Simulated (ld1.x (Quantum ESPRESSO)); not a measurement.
**F: generating and testing a TM potential**

Do these settings give a usable potential? It is generated, then checked for transferability, scattering, ghosts and hardness.

The numbers are computed with ld1.x (Quantum ESPRESSO) 7.5 (LDA (PW92), scalar-relativistic, spin-unpolarised reference atom).

## (1) Settings

Typed settings, in words:

```json
{
  "element": "fluorine (F, Z = 9)",
  "type": "norm-conserving Troullier–Martins (Kleinman–Bylander form)",
  "frozen core": "[He]",
  "valence charge": "7",
  "reference configuration": "2s2 2p5",
  "partial waves": "2s (bound): rc 0.70 bohr; 2p (bound): rc 0.80 bohr; 3d channel at 0.4 Ry: rc 0.65 bohr",
  "local potential": "all-electron potential smoothed inside 0.65 bohr (lloc = -1)",
  "core correction": "Bessel-smoothed model core inside 0.60 bohr"
}
```

## (2) Generating the potential

F.in

```
 &input
   title='F', zed=9., rel=1, dft='PW', iswitch=3,
   config='[He] 2s2 2p5 3d-2',
   nld=3, rlderiv=0.90, eminld=-4.0, emaxld=5.0, deld=0.02
 /
 &inputp
   pseudotype=2, tm=.true., lloc=-1, rcloc=0.65,
   nlcc=.true., new_core_ps=.true., rcore=0.60,
   file_pseudopw='F.UPF', file_wfcaegen='ae.wfc', file_wfcncgen='nc.wfc', file_beta='beta', file_chi='chi'
 /
3
2S  1  0   2.00   0.00  0.70  0.70  0.0
2P  2  1   5.00   0.00  0.80  0.80  0.0
3D  3  2  -2.00   0.40  0.65  0.65  0.0
 &test
   configts(1)='2s2 2p5'
 /
```

Started as:

```sh
$ ld1.x < F.in > F.out
```

The output, F.out (without the banner and most projector matrices):

```text
     Program LD1 v.7.5
     --------------------------- All-electron run ----------------------------

     F
     scalar relativistic calculation

     atomic number is  9.00
     dft =PW   lsd =0 sic =0 latt =0  beta=0.20 tr2=1.0E-14
     Exchange-correlation= PW
                           (   1   4   0   0   0   0   0)
     mesh =1105 r(mesh) =  99.76081 a.u. xmin = -7.00 dx = 0.01250
     1 Ry =  13.60569312 eV, c = 137.03599908

     n l     nl                  e(Ry)          e(Ha)          e(eV)
     1 0     1S 1( 2.00)       -48.4315       -24.2158      -658.9448
     2 0     2S 1( 2.00)        -2.1792        -1.0896       -29.6490
     2 1     2P 1( 5.00)        -0.8302        -0.4151       -11.2953

     final scf error:  5.0E-15 reached in  40 iterations

     Etot =    -198.377594 Ry,     -99.188797 Ha,   -2699.064669 eV

     Ekin =     197.872565 Ry,      98.936283 Ha,    2692.193401 eV
     Encl =    -476.135291 Ry,    -238.067645 Ha,   -6478.150648 eV
     Eh   =      99.142751 Ry,      49.571376 Ha,    1348.905851 eV
     Exc  =     -19.257620 Ry,      -9.628810 Ha,    -262.013274 eV

     normalization and overlap integrals

     s(1S/1S) =  1.000000  <r> =   0.1772  <r2> =    0.0424  r(max) =   0.1154
     s(2S/2S) =  1.000000  <r> =   1.0100  <r2> =    1.2456  r(max) =   0.7713
     s(2P/2P) =  1.000000  <r> =   1.1044  <r2> =    1.6353  r(max) =   0.7066

     ------------------------ End of All-electron run ------------------------

     --------------------- Generating NC pseudopotential ---------------------

      Generating local potential from pseudized AE potential:
      Matching radius rcloc =   0.6500

      Local pseudo, rcloc= 0.656 Estimated cut-off energy=    56.04 Ry

      Computing core charge for nlcc:

       r > 0.60 : true rho core
      Core charge pseudized with two Bessel functions
      Integrated core pseudo-charge :   0.23

      Wfc   2S  rcut= 0.707  Using Troullier-Martins method

      Wfc   2P  rcut= 0.801  Using Troullier-Martins method

      Wfc   3D  rcut= 0.656  Using Troullier-Martins method

     ------------------- End of pseudopotential generation -------------------

     [... the all-electron block is printed once more ...]


     Computing logarithmic derivative in   0.90172
     Computing logarithmic derivative in   0.90172
     Computing the partial wave expansion
     R is outside the sphere for l=    0 j= 0.00
     R is outside the sphere for l=    1 j= 0.00
     R is outside the sphere for l=    2 j= 0.00

     ---------------------- Testing the pseudopotential ----------------------

     F
     scalar relativistic calculation

     atomic number is  9.00   valence charge is  7.00
     dft =PW   lsd =0 sic =0 latt =0  beta=0.20 tr2=1.0E-14
     mesh =1105 r(mesh) =  99.76081 xmin = -7.00 dx = 0.01250

     n l     nl             e AE (Ry)        e PS (Ry)    De AE-PS (Ry)
     1 0     2S   1( 2.00)       -2.17916       -2.17923        0.00006
     2 1     2P   1( 5.00)       -0.83019       -0.83021        0.00002

     eps = 8.3E-17  iter =  6

     Etot =    -198.377594 Ry,     -99.188797 Ha,   -2699.064669 eV
     Etotps =   -48.524525 Ry,     -24.262262 Ha,    -660.209794 eV

     Ekin =      36.659074 Ry,      18.329537 Ha,     498.772110 eV
     Encl =    -117.636033 Ry,     -58.818016 Ha,   -1600.519765 eV
     Ehrt =      42.307808 Ry,      21.153904 Ha,     575.627046 eV
     Ecxc =      -9.326254 Ry,      -4.663127 Ha,    -126.890154 eV
     (Ecc =      -0.299054 Ry,      -0.149527 Ha,      -4.068840 eV)
     Epseu=      -0.529119 Ry,      -0.264560 Ha,      -7.199031 eV

     ---------------------- End of pseudopotential test ----------------------
```

Run time: 1.1 s. Hardware: 1 thread of Neoverse-V1, shared host. This counts the later configuration tests of the new file too.

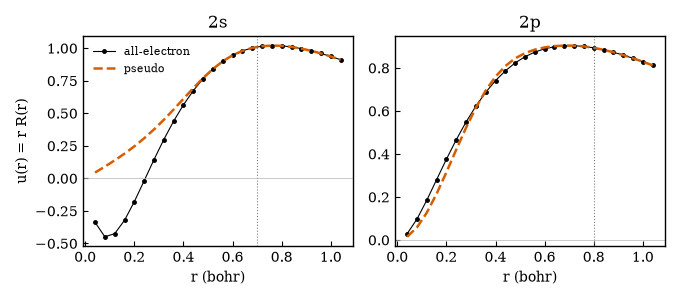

Bound waves of the atom and their pseudo partners (2s, 2p), with the matching radii dotted. The curves join 26 sampled radii.

## (3) Configuration tests

F.test.in

```
 &input
   title='F', zed=9., rel=1, dft='PW', iswitch=2,
   config='[He] 2s2 2p5 3d-2'
 /
 &test
   file_pseudo='F.UPF', nconf=10,
   configts(1)='2s2 2p5',
   configts(2)='2s2 2p4',
   configts(3)='2s2 2p3',
   configts(4)='2s2 2p2',
   configts(5)='2s1 2p6',
   configts(6)='2s2 2p1',
   configts(7)='2s1 2p5',
   configts(8)='2s2 2p5.3',
   configts(9)='2s2 2p5', lsdts(9)=1,
   configts(10)='2s2 2p4', lsdts(10)=1
 /
```

Started as:

```sh
$ ld1.x < F.test.in > F.test.out
```

F.test.out, the pseudopotential blocks:

```text
     ---------------------- Testing the pseudopotential ----------------------

     F
     scalar relativistic calculation

     atomic number is  9.00   valence charge is  7.00
     dft =PW   lsd =0 sic =0 latt =0  beta=0.20 tr2=1.0E-14
     mesh =1105 r(mesh) =  99.76081 xmin = -7.00 dx = 0.01250

     n l     nl             e AE (Ry)        e PS (Ry)    De AE-PS (Ry)
     1 0     2S   1( 2.00)       -2.17916       -2.17923        0.00006
     2 1     2P   1( 5.00)       -0.83019       -0.83021        0.00002

     eps = 9.4E-15  iter =  4

     Etot =    -198.377594 Ry,     -99.188797 Ha,   -2699.064669 eV
     Etotps =   -48.524525 Ry,     -24.262263 Ha,    -660.209798 eV

     Ekin =      36.659073 Ry,      18.329537 Ha,     498.772100 eV
     Encl =    -117.636032 Ry,     -58.818016 Ha,   -1600.519755 eV
     Ehrt =      42.307807 Ry,      21.153904 Ha,     575.627042 eV
     Ecxc =      -9.326254 Ry,      -4.663127 Ha,    -126.890153 eV
     (Ecc =      -0.299054 Ry,      -0.149527 Ha,      -4.068840 eV)
     Epseu=      -0.529119 Ry,      -0.264560 Ha,      -7.199031 eV

     ---------------------- End of pseudopotential test ----------------------

     ---------------------- Testing the pseudopotential ----------------------

     F
     scalar relativistic calculation

     atomic number is  9.00   valence charge is  7.00
     dft =PW   lsd =0 sic =0 latt =0  beta=0.20 tr2=1.0E-14
     mesh =1105 r(mesh) =  99.76081 xmin = -7.00 dx = 0.01250

     n l     nl             e AE (Ry)        e PS (Ry)    De AE-PS (Ry)
     1 0     2S   1( 2.00)       -3.46006       -3.46022        0.00016
     2 1     2P   1( 4.00)       -2.09172       -2.09139       -0.00033

     eps = 1.0E-15  iter =  7

     Etot =    -196.940115 Ry,     -98.470057 Ha,   -2679.506764 eV
     Etotps =   -47.087042 Ry,     -23.543521 Ha,    -640.651843 eV
     dEtot_ae =       1.437480 Ry
     dEtot_ps =       1.437483 Ry,   Delta E=      -0.000004 Ry

     Ekin =      34.334599 Ry,      17.167299 Ha,     467.146011 eV
     Encl =    -106.948773 Ry,     -53.474386 Ha,   -1455.112179 eV
     Ehrt =      33.778087 Ry,      16.889043 Ha,     459.574280 eV
     Ecxc =      -8.295689 Ry,      -4.147844 Ha,    -112.868596 eV
     (Ecc =      -0.299054 Ry,      -0.149527 Ha,      -4.068840 eV)
     Epseu=       0.044734 Ry,       0.022367 Ha,       0.608642 eV

     ---------------------- End of pseudopotential test ----------------------

     ---------------------- Testing the pseudopotential ----------------------

     F
     scalar relativistic calculation

     atomic number is  9.00   valence charge is  7.00
     dft =PW   lsd =0 sic =0 latt =0  beta=0.20 tr2=1.0E-14
     mesh =1105 r(mesh) =  99.76081 xmin = -7.00 dx = 0.01250

     n l     nl             e AE (Ry)        e PS (Ry)    De AE-PS (Ry)
     1 0     2S   1( 2.00)       -4.96952       -4.96890       -0.00062
     2 1     2P   1( 3.00)       -3.61028       -3.60794       -0.00234

     eps = 5.5E-16  iter =  7

     Etot =    -194.109079 Ry,     -97.054540 Ha,   -2640.988564 eV
     Etotps =   -44.256989 Ry,     -22.128494 Ha,    -602.147005 eV
     dEtot_ae =       4.268515 Ry
     dEtot_ps =       4.267537 Ry,   Delta E=       0.000978 Ry

     Ekin =      30.302391 Ry,      15.151195 Ha,     412.285033 eV
     Encl =     -93.575467 Ry,     -46.787734 Ha,   -1273.159092 eV
     Ehrt =      25.091739 Ry,      12.545870 Ha,     341.390504 eV
     Ecxc =      -7.043982 Ry,      -3.521991 Ha,     -95.838260 eV
     (Ecc =      -0.299054 Ry,      -0.149527 Ha,      -4.068840 eV)
     Epseu=       0.968331 Ry,       0.484165 Ha,      13.174809 eV

     ---------------------- End of pseudopotential test ----------------------

     ---------------------- Testing the pseudopotential ----------------------

     F
     scalar relativistic calculation

     atomic number is  9.00   valence charge is  7.00
     dft =PW   lsd =0 sic =0 latt =0  beta=0.20 tr2=1.0E-14
     mesh =1105 r(mesh) =  99.76081 xmin = -7.00 dx = 0.01250

     n l     nl             e AE (Ry)        e PS (Ry)    De AE-PS (Ry)
     1 0     2S   1( 2.00)       -6.67111       -6.66732       -0.00379
     2 1     2P   1( 2.00)       -5.35437       -5.34575       -0.00862  !

     eps = 1.2E-15  iter =  7

     Etot =    -189.644761 Ry,     -94.822381 Ha,   -2580.248426 eV
     Etotps =   -39.797468 Ry,     -19.898734 Ha,    -541.472132 eV
     dEtot_ae =       8.732833 Ry
     dEtot_ps =       8.727057 Ry,   Delta E=       0.005775 Ry

     Ekin =      24.400880 Ry,      12.200440 Ha,     331.990880 eV
     Encl =     -77.784645 Ry,     -38.892323 Ha,   -1058.314010 eV
     Ehrt =      16.945379 Ry,       8.472689 Ha,     230.553624 eV
     Ecxc =      -5.637320 Ry,      -2.818660 Ha,     -76.699643 eV
     (Ecc =      -0.299054 Ry,      -0.149527 Ha,      -4.068840 eV)
     Epseu=       2.278239 Ry,       1.139119 Ha,      30.997018 eV

     ---------------------- End of pseudopotential test ----------------------

     ---------------------- Testing the pseudopotential ----------------------

     F
     scalar relativistic calculation

     atomic number is  9.00   valence charge is  7.00
     dft =PW   lsd =0 sic =0 latt =0  beta=0.20 tr2=1.0E-14
     mesh =1105 r(mesh) =  99.76081 xmin = -7.00 dx = 0.01250

     n l     nl             e AE (Ry)        e PS (Ry)    De AE-PS (Ry)
     1 0     2S   1( 1.00)       -2.21471       -2.21315       -0.00156
     2 1     2P   1( 6.00)       -0.86015       -0.86032        0.00017

     eps = 5.9E-15  iter = 11

     Etot =    -197.025824 Ry,     -98.512912 Ha,   -2680.672904 eV
     Etotps =   -47.173594 Ry,     -23.586797 Ha,    -641.829447 eV
     dEtot_ae =       1.351770 Ry
     dEtot_ps =       1.350931 Ry,   Delta E=       0.000839 Ry

     Ekin =      41.104139 Ry,      20.552069 Ha,     559.250299 eV
     Encl =    -117.911871 Ry,     -58.955935 Ha,   -1604.272726 eV
     Ehrt =      42.073462 Ry,      21.036731 Ha,     572.438607 eV
     Ecxc =      -9.291834 Ry,      -4.645917 Ha,    -126.421843 eV
     (Ecc =      -0.299054 Ry,      -0.149527 Ha,      -4.068840 eV)
     Epseu=      -3.147490 Ry,      -1.573745 Ha,     -42.823783 eV

     ---------------------- End of pseudopotential test ----------------------

     ---------------------- Testing the pseudopotential ----------------------

     F
     scalar relativistic calculation

     atomic number is  9.00   valence charge is  7.00
     dft =PW   lsd =0 sic =0 latt =0  beta=0.20 tr2=1.0E-14
     mesh =1105 r(mesh) =  99.76081 xmin = -7.00 dx = 0.01250

     n l     nl             e AE (Ry)        e PS (Ry)    De AE-PS (Ry)
     1 0     2S   1( 2.00)       -8.54051       -8.52845       -0.01206  !
     2 1     2P   1( 1.00)       -7.30165       -7.27775       -0.02390  !

     eps = 4.7E-15  iter =  6

     Etot =    -183.332949 Ry,     -91.666474 Ha,   -2494.371840 eV
     Etotps =   -33.500684 Ry,     -16.750342 Ha,    -455.800031 eV
     dEtot_ae =      15.044645 Ry
     dEtot_ps =      15.023841 Ry,   Delta E=       0.020805 Ry

     Ekin =      16.496348 Ry,       8.248174 Ha,     224.444249 eV
     Encl =     -59.771231 Ry,     -29.885615 Ha,    -813.229023 eV
     Ehrt =       9.899742 Ry,       4.949871 Ha,     134.692856 eV
     Ecxc =      -4.138704 Ry,      -2.069352 Ha,     -56.309942 eV
     (Ecc =      -0.299054 Ry,      -0.149527 Ha,      -4.068840 eV)
     Epseu=       4.013160 Ry,       2.006580 Ha,      54.601829 eV

     ---------------------- End of pseudopotential test ----------------------

     ---------------------- Testing the pseudopotential ----------------------

     F
     scalar relativistic calculation

     atomic number is  9.00   valence charge is  7.00
     dft =PW   lsd =0 sic =0 latt =0  beta=0.20 tr2=1.0E-14
     mesh =1105 r(mesh) =  99.76081 xmin = -7.00 dx = 0.01250

     n l     nl             e AE (Ry)        e PS (Ry)    De AE-PS (Ry)
     1 0     2S   1( 1.00)       -3.47299       -3.47151       -0.00148
     2 1     2P   1( 5.00)       -2.09887       -2.09902        0.00015

     eps = 5.9E-15  iter = 11

     Etot =    -195.568878 Ry,     -97.784439 Ha,   -2660.850136 eV
     Etotps =   -45.716379 Ry,     -22.858190 Ha,    -622.003027 eV
     dEtot_ae =       2.808716 Ry
     dEtot_ps =       2.808146 Ry,   Delta E=       0.000570 Ry

     Ekin =      39.249750 Ry,      19.624875 Ha,     534.020047 eV
     Encl =    -107.555281 Ry,     -53.777640 Ha,   -1463.364145 eV
     Ehrt =      33.717392 Ry,      16.858696 Ha,     458.748493 eV
     Ecxc =      -8.291514 Ry,      -4.145757 Ha,    -112.811796 eV
     (Ecc =      -0.299054 Ry,      -0.149527 Ha,      -4.068840 eV)
     Epseu=      -2.836726 Ry,      -1.418363 Ha,     -38.595626 eV

     ---------------------- End of pseudopotential test ----------------------

     ---------------------- Testing the pseudopotential ----------------------

     F
     scalar relativistic calculation

     atomic number is  9.00   valence charge is  7.00
     dft =PW   lsd =0 sic =0 latt =0  beta=0.20 tr2=1.0E-14
     mesh =1105 r(mesh) =  99.76081 xmin = -7.00 dx = 0.01250

     n l     nl             e AE (Ry)        e PS (Ry)    De AE-PS (Ry)
     1 0     2S   1( 2.00)       -1.84976       -1.84976       -0.00000
     2 1     2P   1( 5.30)       -0.51071       -0.51074        0.00002

     eps = 8.8E-15  iter =  6

     Etot =    -198.577940 Ry,     -99.288970 Ha,   -2701.790515 eV
     Etotps =   -48.724897 Ry,     -24.362449 Ha,    -662.935999 eV
     dEtot_ae =      -0.200346 Ry
     dEtot_ps =      -0.200372 Ry,   Delta E=       0.000026 Ry

     Ekin =      37.048416 Ry,      18.524208 Ha,     504.069377 eV
     Encl =    -120.247119 Ry,     -60.123559 Ha,   -1636.045400 eV
     Ehrt =      44.688798 Ry,      22.344399 Ha,     608.022075 eV
     Ecxc =      -9.578726 Ry,      -4.789363 Ha,    -130.325201 eV
     (Ecc =      -0.299054 Ry,      -0.149527 Ha,      -4.068840 eV)
     Epseu=      -0.636267 Ry,      -0.318133 Ha,      -8.656850 eV

     ---------------------- End of pseudopotential test ----------------------

     ---------------------- Testing the pseudopotential ----------------------

     F
     scalar relativistic calculation

     atomic number is  9.00   valence charge is  7.00
     dft =PW   lsd =1 sic =0 latt =0  beta=0.20 tr2=1.0E-14
     mesh =1105 r(mesh) =  99.76081 xmin = -7.00 dx = 0.01250

     n l     nl             e AE (Ry)        e PS (Ry)    De AE-PS (Ry)
     1 0     2S   1( 1.00)       -2.23352       -2.23652        0.00300
     2 1     2P   1( 3.00)       -0.88314       -0.88572        0.00257
     1 0     2S   2( 1.00)       -2.11374       -2.11034       -0.00341
     2 1     2P   2( 2.00)       -0.76702       -0.76394       -0.00308

     eps = 4.0E-15  iter = 18

     Etot =    -198.406610 Ry,     -99.203305 Ha,   -2699.459451 eV
     Etotps =   -48.554957 Ry,     -24.277478 Ha,    -660.623840 eV
     dEtot_ae =      -0.029016 Ry
     dEtot_ps =      -0.030432 Ry,   Delta E=       0.001416 Ry

     Ekin =      36.711585 Ry,      18.355792 Ha,     499.486559 eV
     Encl =    -117.688886 Ry,     -58.844443 Ha,   -1601.238869 eV
     Ehrt =      42.330560 Ry,      21.165280 Ha,     575.936606 eV
     Ecxc =      -9.363945 Ry,      -4.681973 Ha,    -127.402963 eV
     (Ecc =      -0.299054 Ry,      -0.149527 Ha,      -4.068840 eV)
     Epseu=      -0.544270 Ry,      -0.272135 Ha,      -7.405174 eV

     ---------------------- End of pseudopotential test ----------------------

     ---------------------- Testing the pseudopotential ----------------------

     F
     scalar relativistic calculation

     atomic number is  9.00   valence charge is  7.00
     dft =PW   lsd =1 sic =0 latt =0  beta=0.20 tr2=1.0E-14
     mesh =1105 r(mesh) =  99.76081 xmin = -7.00 dx = 0.01250

     n l     nl             e AE (Ry)        e PS (Ry)    De AE-PS (Ry)
     1 0     2S   1( 1.00)       -3.57113       -3.57712        0.00598  !
     2 1     2P   1( 3.00)       -2.20563       -2.21049        0.00486
     1 0     2S   2( 1.00)       -3.29539       -3.28628       -0.00910  !
     2 1     2P   2( 1.00)       -1.92429       -1.91474       -0.00955  !

     eps = 5.3E-15  iter = 14

     Etot =    -197.080076 Ry,     -98.540038 Ha,   -2681.411028 eV
     Etotps =   -47.234205 Ry,     -23.617103 Ha,    -642.654103 eV
     dEtot_ae =       1.297519 Ry
     dEtot_ps =       1.290320 Ry,   Delta E=       0.007199 Ry

     Ekin =      34.579339 Ry,      17.289670 Ha,     470.475879 eV
     Encl =    -107.187444 Ry,     -53.593722 Ha,   -1458.359467 eV
     Ehrt =      33.870513 Ry,      16.935256 Ha,     460.831803 eV
     Ecxc =      -8.470711 Ry,      -4.235356 Ha,    -115.249895 eV
     (Ecc =      -0.299054 Ry,      -0.149527 Ha,      -4.068840 eV)
     Epseu=      -0.025903 Ry,      -0.012951 Ha,      -0.352423 eV

     ---------------------- End of pseudopotential test ----------------------
```

Energies count from the reference configuration 2s2 2p5; the error is all-electron less pseudo. Spin-polarised rows fill open shells by Hund's rule and count from the unpolarised reference.

```csv
valence configuration,charge,ΔE all-electron (eV),error AE − PS (meV)
2s2 2p4,+1,19.558,-0.1
2s2 2p3,+2,58.076,+13
2s2 2p2,+3,118.816,+79
2s1 2p6,0,18.392,+11
2s2 2p1,+4,204.693,+283
2s1 2p5,+1,38.215,+7.8
2s2 2p5.3,-0.3,-2.726,+0.4
2s2 2p5 (spin-polarised),0,-0.395,+19
2s2 2p4 (spin-polarised),+1,17.654,+98
```

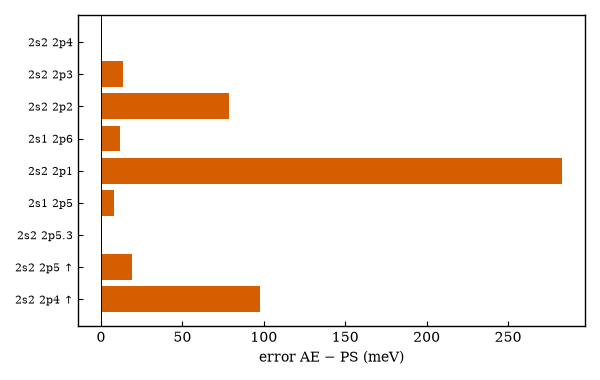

Error of the potential in each test configuration; ↑ marks spin-polarised tests.

## (4) Logarithmic derivatives

Taken from the files of the generation run. The phase is arctan(r·u′/u) with u = r·R, unwrapped, with energies in Ry. A pole is an energy at which the radial function vanishes at the test radius. The pseudo phase is shifted by a multiple of π to meet the all-electron one at the reference energy. Levels narrower than the energy grid can be missing from the poles. The last column is the largest difference on the grid between −1 and +1 Ry.

| channel | radius (bohr) | reference (Ry) | poles AE | poles PS | window around the reference with phases within 0.05 rad (Ry) | largest difference near zero (rad) |
| --- | --- | --- | --- | --- | --- | --- |
| s | 0.90 | -2.18 | none | none | the whole range | 0.003 |
| p | 0.90 | -0.83 | none | none | the whole range | 0.001 |
| d | 0.90 | 0.40 | none | none | the whole range | 0.000 |

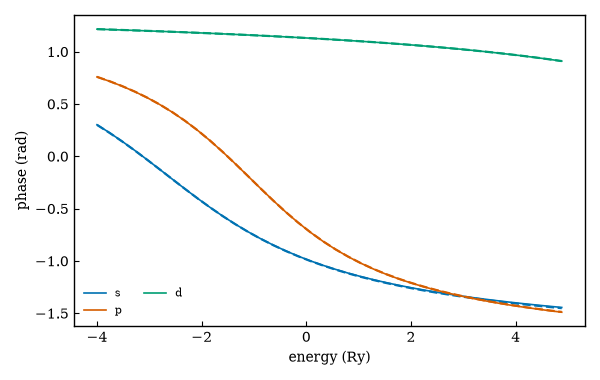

All-electron (solid) and pseudo (dashed) phases against energy.

## (5) Cutoff and ghost test in a Bessel basis

A separate test, outside the generator: the pseudo-atom's Hamiltonian at the reference potential is diagonalised in spherical Bessel functions j_l(qr) that vanish at 20 bohr, with q² up to the cutoff.

All-electron valence levels (Ry): 2s -2.1792, 2p -0.8302. The lowest levels of each channel (Ry) by cutoff; the last column sums, over occupied levels, occupation times the distance from the level at 400 Ry. A positive value at high cutoff is not a bound level.

```tsv
cutoff (Ry)	s #1	p #1	d #1	f #1	Σ f·Δε (mRy)
8	-1.9015	-0.0104	0.0809	0.1213	4654.1
15	-1.9770	-0.1156	0.0809	0.1213	3977.2
25	-1.9888	-0.2637	0.0809	0.1213	3213.2
40	-2.0644	-0.4409	0.0809	0.1213	2175.9
55	-2.1243	-0.5788	0.0809	0.1213	1366.8
90	-2.1717	-0.7540	0.0809	0.1213	396.1
120	-2.1751	-0.8116	0.0809	0.1213	101.0
180	-2.1766	-0.8294	0.0809	0.1213	8.9
260	-2.1790	-0.8299	0.0809	0.1213	2.0
300	-2.1791	-0.8301	0.0809	0.1213	0.8
400	-2.1791	-0.8302	0.0809	0.1213	0.0
```

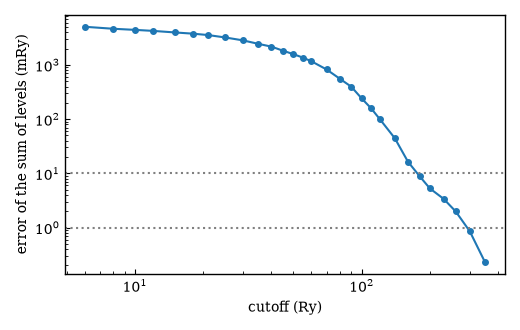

Occupation-weighted error of the valence levels against the cutoff; the dotted lines mark 10 and 1 mRy.

The sum stays within 10 mRy from 180 Ry and within 1 mRy from 300 Ry. The sum leaves out empty levels, which can need more. Ghost test: no level below the all-electron spectrum of its channel (s, p, d, f tested).

## (6) Outcome

| quantity | value |
| --- | --- |
| cutoffs for 10 and 1 mRy, occupied levels | 180 Ry and 300 Ry |
| bound ghosts | none found |
| largest test error (AE − PS), unpolarised tests | +283 meV, for 2s2 2p1 |
| largest phase difference near zero energy, channels read | 0.003 rad |

In words: The worst unpolarised test, 2s2 2p1, is off by 283 meV on 204.7 eV; by total energies transferability rates as fair for so large an energy. That test lies far up in energy; among those under 40 eV, nearer to bonding, the largest error is 11 meV. The potential is very hard: the looser tolerance needs 180 Ry. The slowest occupied level is 2s: taken alone it needs 230 Ry to come within 1 mRy, against 180 Ry for 2p. No bound ghost shows below the valence levels. Near zero energy the phases of the channels with partial waves agree within 0.003 rad. These are tests on the free atom; a crystal test is still owed.
